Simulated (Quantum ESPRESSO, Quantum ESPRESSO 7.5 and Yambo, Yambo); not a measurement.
**BAs (F-43m): Bethe-Salpeter spectra with Yambo**

How far does the k mesh set the exciton binding of BAs (F-43m)?

Main program and level: Quantum ESPRESSO 7.5 and Yambo 5.3.0; PBE and many-body steps on it, plane waves.

## (1) The structure

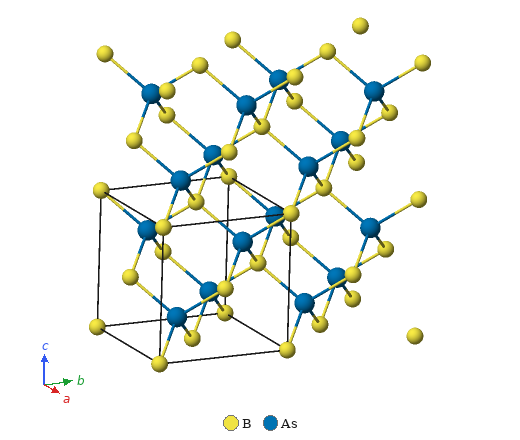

The starting structure, seen slightly off an axis (boron yellow, arsenic blue). 1×2×2 cells are drawn. This picture shows the conventional cell, with its axes. Bonds to atoms that aren't drawn are left out. Some periodic images of atoms are drawn too.

The cell and positions come from the Crystallography Open Database and are kept as given unless a step says otherwise.

## (2) Empty states on the mesh, 4×4×4 mesh, 74 bands

This step: Quantum ESPRESSO 7.5; DFT, PBE, plane waves, norm-conserving pseudopotentials.

The sums over transitions need many empty states on a uniform mesh; this step solves for them.

pw.in

```
&control
  calculation = 'nscf'
  prefix = 'x'
  outdir = 'o'
  pseudo_dir = 'pseudo'
/
&system
  ibrav = 0
  nat = 2
  ntyp = 2
  ecutwfc = 100.0
  nbnd = 74
  force_symmorphic = .true.
/
&electrons
  conv_thr = 1e-9
  electron_maxstep = 80
  diago_full_acc = .true.
  diago_thr_init = 5e-6
/
ATOMIC_SPECIES
  B 10.81 B.upf
  As 74.922 As.upf
CELL_PARAMETERS angstrom
  -0.0000000000 2.3885000000 2.3885000000
  2.3885000000 -0.0000000000 2.3885000000
  2.3885000000 2.3885000000 -0.0000000000
ATOMIC_POSITIONS crystal
  B 0.0000000000 0.0000000000 0.0000000000
  As 0.2500000000 0.2500000000 0.2500000000
K_POINTS automatic
  4 4 4 0 0 0
```

The run is started by

```sh
> OMP_NUM_THREADS=1 mpirun -n 4 pw.x -nk 4 -in pw.in > pw.out
```

Log:

```text
Program PWSCF v.7.5 starts

     This program is part of the open-source Quantum ESPRESSO suite
     for quantum simulation of materials; please cite
         "P. Giannozzi et al., J. Phys.:Condens. Matter 21 395502 (2009);
         "P. Giannozzi et al., J. Phys.:Condens. Matter 29 465901 (2017);
         "P. Giannozzi et al., J. Chem. Phys. 152 154105 (2020);
     in publications or presentations arising from this work. More details at

     Atomic positions and unit cell read from directory:
     o/x.save/

     Message from routine setup:
[...]
-173.2770-116.6590-116.6589-116.6589 -23.6885 -23.6862 -23.6862 -23.6691
[...]
81.9582  82.2558  82.2558  82.3559  88.6249  88.8194  88.8194  89.6086
    89.6086  91.3414  92.3511  92.3511  94.1693  94.1693  94.6845  95.5355
    95.7146  98.7650

          k = 0.3536 0.0000 0.0000 (  3122 PWs)   bands (ev):

     [... further k-points ...]

     highest occupied, lowest unoccupied level (ev):    12.1652   13.6158

     XML data file, pseudopotentials, collected wavefunctions

=------------------------------------------------------------------------------=
   JOB DONE.
=------------------------------------------------------------------------------=
```

The job ended after 3.7 s (4 MPI ranks of Arm Neoverse V2, shared host; peak memory 0.27 GiB).

This step gave:

| Item | Value |
| --- | --- |
| gap | 1.451 eV |
| k of the valence top | 0, 0, 0 |
| k of the conduction bottom | 0, -0.5, -0.5 |
| least direct gap | 3.289 eV |
| k points computed | 8 |
| lowest point of the top converged band, above the valence top | 86.3992 eV |

On this mesh the gap is 1.451 eV.

The density comes from a self-consistent run that is not shown.

## (3) Conversion and set-up

This step: Yambo 5.3.0; conversion and set-up on PBE, plane waves, norm-conserving pseudopotentials.

The states are converted to the many-body program's format and the q mesh is built.

The run is started by

```sh
> (cd o/x.save; p2y > p2y.log; mv SAVE ../..); yambo > setup.log
```

Log:

```text
 Yambo, version 5.3.0

 [02] CORE Variables Setup
 =========================

  [02.01] Unit cells
  ==================

  Cell kind             :  FCC
  Atoms in the cell     :  B  As
  number of B  atoms    :  1
  number of As atoms    :  1

  List of atomic masses
  Mass of B     :  10.81000
  Mass of As    :  74.92200

  List of atomic coordinates    : [cc]
  B1       :  0.000000  0.000000  0.000000  order 1
  As1       :  2.256805  2.256805  2.256805  order 2

  Alat factors          :  4.513611  4.513611  4.513611 [a.u.]
  Direct lattice volume :  183.9087 [a.u.]
[...]
==========================================

 IBZ Q-points                                      :   8
 BZ  Q-points                                      :   64

 K/Q-points units:
 rlu = crystal or reduced units; cc = cartesian coordinates; iku = interal k-units

 Q [1]          [rlu]:  0.000000  0.000000  0.000000
 Q [2]          [rlu]:  0.31652E-17  0.31652E-17  0.25000
 Q [3]          [rlu]: -0.63303E-17 -0.63303E-17 -0.50000
[...]
Q [7]          [rlu]:  0.36976E-16 -0.50000     -0.50000
 Q [8]          [rlu]:  0.250000 -0.500000 -0.250000

  [03.01] X indexes
  =================

   [03.01.01] Sigma indexes
   ========================

 [06] Game Over & Game summary
```

Run time: 2.1 s. Hardware: 1 MPI rank; peak memory 0.24 GiB.

## (4) Screening and self-energy, 4×4×4 mesh, 74 bands, screening to 163.3 eV

Now the one-shot GW correction: screening in the RPA, then the self-energy of the levels asked for.

This step: G0W0 on PBE, plane waves, norm-conserving pseudopotentials.

gw1.in

```
HF_and_locXC
gw0
dyson
ppa
em1d
rim_cut
RandQpts= 1000000
RandGvec= 1 RL
EXXRLvcs= 100 Ry
VXCRLvcs= 400 Ry
Chimod= "HARTREE"
% BndsRnXp
 1 | 74 |
%
NGsBlkXp= 12 Ry
% LongDrXp
 1 | 1 | 1 |
%
% GbndRnge
 1 | 74 |
%
DysSolver= "n"
ExtendOut
PPAPntXp= 27.21138 eV
% QPkrange
 1 | 1 | 12 | 15 |
 7 | 7 | 12 | 15 |
%
```

The run is started by

```sh
> OMP_NUM_THREADS=1 mpirun -n 4 yambo -F gw1.in -J gw1 -C gw1 > gw1.log
```

Log:

```text
 Yambo, version 5.3.0

 [02] CORE Variables Setup
 =========================

  [... cell, symmetries and grids as in the set-up ...]

  [02.05] Energies & Occupations
  ==============================

  [X] === General ===
  [X] Electronic Temperature                        :  0.000000  0.000000 [eV K]
  [X] Bosonic    Temperature                        :  0.000000  0.000000 [eV K]
  [X] Finite Temperature mode                       : no
  [X] El. density                                   :  0.95404E+24 [cm-3]
[...]
QP @ state[ 1 ] b range                          :  12  15
   QP @ state[ 2 ] K range                          :   7   7
   QP @ state[ 2 ] b range                          :  12  15
   GF energies kind                                 : Perdew, Burke & Ernzerhof(X)+Perdew, Burke & Ernzerhof(C)
   GF WF`s kind                                     : Perdew, Burke & Ernzerhof(X)+Perdew, Burke & Ernzerhof(C)
   Xs energies kind                                 : Perdew, Burke & Ernzerhof(X)+Perdew, Burke & Ernzerhof(C)
   Xs WF`s kind                                     : Perdew, Burke & Ernzerhof(X)+Perdew, Burke & Ernzerhof(C)

 [11] Game Over & Game summary
```

Wall time 30 s (4 MPI ranks); peak memory 1.4 GiB; 1.9 min of CPU time.

This step gave:

```
G0W0 gap on the points computed              : 1.924 eV
starting gap on the mesh                     : 1.451 eV
k of the valence top                         : 0, 0, 0
k of the conduction bottom                   : 0, -0.5, -0.5
least direct G0W0 gap on the computed points : 4.109 eV
```

The gap on the mesh goes from 1.45 eV to 1.92 eV, a correction of +0.47 eV.

The gap opens by 0.474 eV; the next steps shift the empty bands rigidly by 0.820 eV, the correction at the start's least direct gap.

## (5) Empty states on the mesh, 4×4×4 mesh, 21 bands

This step: Quantum ESPRESSO 7.5; DFT, PBE, plane waves, norm-conserving pseudopotentials.

pw.in: that of step 2 with these lines changed.

```diff
@@ -11,3 +11,3 @@
   ecutwfc = 100.0
-  nbnd = 74
+  nbnd = 21
   force_symmorphic = .true.
```

The run is started by

```sh
> OMP_NUM_THREADS=1 mpirun -n 4 pw.x -nk 4 -in pw.in > pw.out
```

Log:

```text
[banner, memory and clock lines left out]
Program PWSCF v.7.5 starts

     Atomic positions and unit cell read from directory:
     o/x.save/

     Message from routine setup:
     using ibrav=0 with symmetry is DISCOURAGED, use correct ibrav instead

     G-vector sticks info

     bravais-lattice index     =            0
     lattice parameter (alat)  =       6.3832  a.u.
     unit-cell volume          =     183.9087 (a.u.)^3
     number of atoms/cell      =            2
     number of atomic types    =            2
     number of electrons       =        26.00
[...]
-173.2770-116.6589-116.6589-116.6589 -23.6900 -23.6882 -23.6882 -23.6713
   -23.6713  -2.2319   7.2340  11.0180  11.0180  15.2404  16.8332  16.8332
    20.0766  23.4880  23.5198  23.5198  26.8983

          k =-0.3536-0.3536 0.3536 (  3100 PWs)   bands (ev):

  -173.2770-116.6590-116.6589-116.6589 -23.6885 -23.6862 -23.6862 -23.6691
   -23.6691  -0.3647   3.3906  10.3460  10.3460  14.8664  16.9701  16.9701
    21.0635  24.8973  26.8584  26.8584  28.4723

          k = 0.3536 0.0000 0.0000 (  3122 PWs)   bands (ev):

     [... further k-points ...]

     highest occupied, lowest unoccupied level (ev):    12.1652   13.6158

     XML data file, pseudopotentials, collected wavefunctions
```

Elapsed: 1.3 s, on 4 MPI ranks; peak memory 0.05 GiB.

Numbers from this step:

```
gap                                                           : 1.451 eV
k of the valence top                                          : 0, 0, 0
k of the conduction bottom                                    : 0, -0.5, -0.5
least direct gap                                              : 3.289 eV
k points computed                                             : 8
lowest point of the top converged band, above the valence top : 14.46 eV
```

On this mesh the gap is 1.451 eV.

## (6) Conversion and set-up

This step: Yambo 5.3.0; conversion and set-up on PBE, plane waves, norm-conserving pseudopotentials.

The run is started by

```sh
> (cd o/x.save; p2y > p2y.log; mv SAVE ../..); yambo > setup.log
```

Log:

```text
 Yambo, version 5.3.0

 [02] CORE Variables Setup
 =========================

  [02.01] Unit cells
  ==================

  Cell kind             :  FCC
  Atoms in the cell     :  B  As
  number of B  atoms    :  1
  number of As atoms    :  1

  List of atomic masses
  Mass of B     :  10.81000
  Mass of As    :  74.92200

  List of atomic coordinates    : [cc]
  B1       :  0.000000  0.000000  0.000000  order 1
  As1       :  2.256805  2.256805  2.256805  order 2

  Alat factors          :  4.513611  4.513611  4.513611 [a.u.]
  Direct lattice volume :  183.9087 [a.u.]
[...]
==========================================

 IBZ Q-points                                      :   8
 BZ  Q-points                                      :   64

 K/Q-points units:
 rlu = crystal or reduced units; cc = cartesian coordinates; iku = interal k-units

 Q [1]          [rlu]:  0.000000  0.000000  0.000000
 Q [2]          [rlu]:  0.31652E-17  0.31652E-17  0.25000
 Q [3]          [rlu]: -0.63303E-17 -0.63303E-17 -0.50000
[...]
Q [7]          [rlu]:  0.36976E-16 -0.50000     -0.50000
 Q [8]          [rlu]:  0.250000 -0.500000 -0.250000

  [03.01] X indexes
  =================

   [03.01.01] Sigma indexes
   ========================

 [06] Game Over & Game summary
```

Wall time 2 s (1 MPI rank); peak memory 0.24 GiB.

(Continued in part 2 of 4.)

[Paths, hosts, dates, memory and timing lines, banners, echoed tables and standing remarks are left out of the program output.]

[Logs are printed without paths, hosts, clocks, repeated set-up lines and the standing remarks that a program may print on its own settings, such as how far it seeks lower states.]

[Runs of the session that timed out or met a known fault of the program may be left out.]

[Hosts, paths, dates, database ids (printed as entryN), source tags and the programs' standing remarks are cut or masked in the printed files.]
